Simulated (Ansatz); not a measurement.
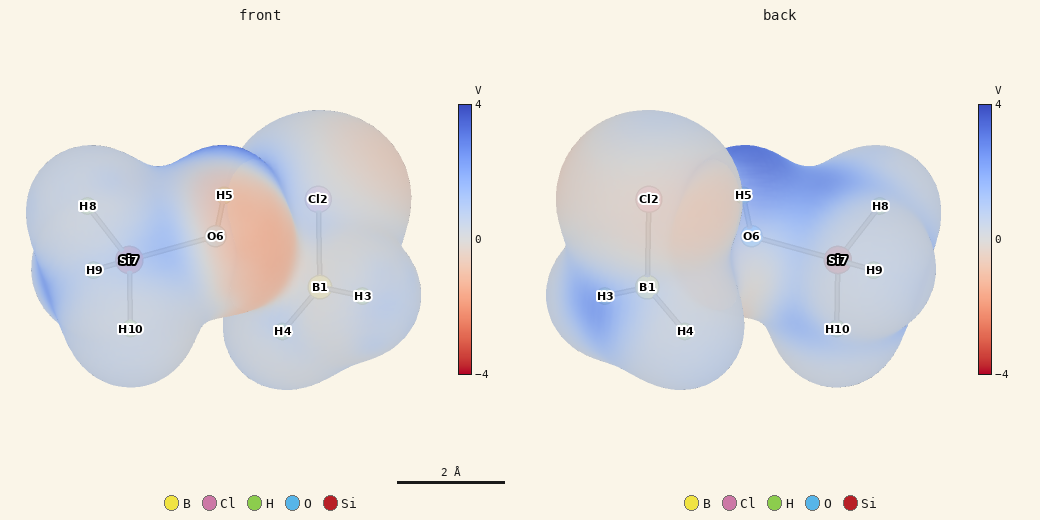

The picture shows: BClH2···H4OSi. The electrostatic potential painted on the density surface at 0.004 e/bohr³, seen from the front and from behind; the colour scale runs from red (negative) to blue (positive).

Not at a stationary point (largest force 0.9 eV/Å).

Method: RKS revPBE/6-31G* (Ansatz 0.2.0).

The calculation's input:

```
crystal:
  periodic: [false, false, false]
  atoms:
    - { symbol: B, position_ang: [-1.5057, 0.2815, -0.324] }
    - { symbol: Cl, position_ang: [-1.9656, -1.8372, -0.2716] }
    - { symbol: H, position_ang: [-2.2061, 0.8187, 0.4309] }
    - { symbol: H, position_ang: [-1.3207, 0.5973, -1.4256] }
    - { symbol: H, position_ang: [-0.471, -1.2673, 0.4456] }
    - { symbol: O, position_ang: [0.0023, -0.089, 0.4721] }
    - { symbol: Si, position_ang: [1.5628, 0.3037, 0.2] }
    - { symbol: H, position_ang: [2.2181, -0.2404, 1.3871] }
    - { symbol: H, position_ang: [2.0572, -0.3259, -1.0249] }
    - { symbol: H, position_ang: [1.6288, 1.7586, 0.1104] }
basis:
  gaussian: { orbitals: "6-31G*" }
hamiltonian:
  xc: revpbe
relax:
  f_tol: 0.15
  max_steps: 25
  restrain:
    - { distance: [0, 5], at: 2.8, k: 30.0 }
    - { distance: [4, 1], at: 2.63, k: 30.0 }
    - { distance: [0, 1], at: 1.86, k: 30.0 }
    - { distance: [4, 5], at: 0.97, k: 30.0 }
output:
  orbitals: {}
```

Command:

```sh
ansatz run input.yaml --threads 2 --pin off --max-ram 3072MiB --backend cpu --events-out ev --progress --plain --runs-dir out
```

The fields are those of the run's last geometry, not of the input's.

Question: Describe the electrostatic potential map.

Answer: The most negative region (about −1.3 V) lies over O6, the most positive (about +3.0 V) over H5. O6 is the likeliest acceptor of a hydrogen bond.
